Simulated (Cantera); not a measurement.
Input: 1 mol CaF2, 0.12 mol H2O, 100 mol N2, at 1.60 mbar.

Equilibrium computed with Cantera from the NASA thermochemical tables; the gas is ideal and each condensed phase is pure. Candidate condensed phases: Ca, CaF2, CaO, Ca(OH)2, H2O; 47 gas species. Mutual solubility and eutectic melting of coexisting phases are not modelled. The numbers say what is thermodynamically allowed, not how fast it happens.

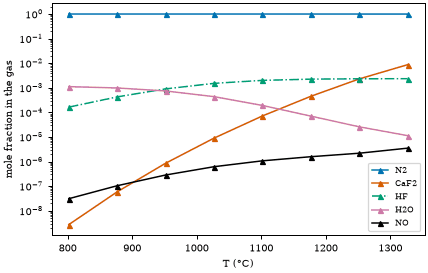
*Equilibrium gas composition (values under 1e-9 drawn at 1e-9)*

From 802 °C to 1252 °C the condensed part is CaF2(s) + CaO(s). At 1327 °C the condensed part is CaO(s).
